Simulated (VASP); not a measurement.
Band structure of Fe₂Si (space group I4/mmm). Level of theory: LDA (Ceperley-Alder, Perdew-Zunger), VASP's LDA PAW potentials (set 64) (plane waves; VASP 6.6.1).

The run has a spin-polarised start.

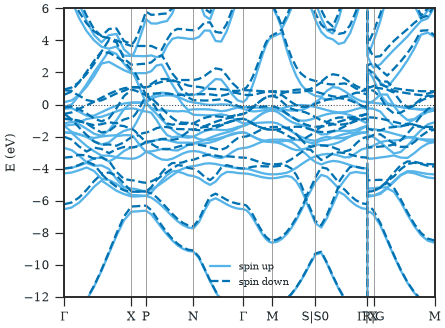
Figure. Bands along high-symmetry lines, zero at the valence-band maximum or, without a gap, the Fermi level

Q: Read the plot: is there a gap, and where are the band edges?

A: It has no gap at this level: it comes out as a metal or semimetal. (Edges off the drawn lines would not show.)

The structure comes from a computed database's Fe2Si entry (I4/mmm); how it stands against other phases isn't given here. It was relaxed first, which changed the volume by -6 %.
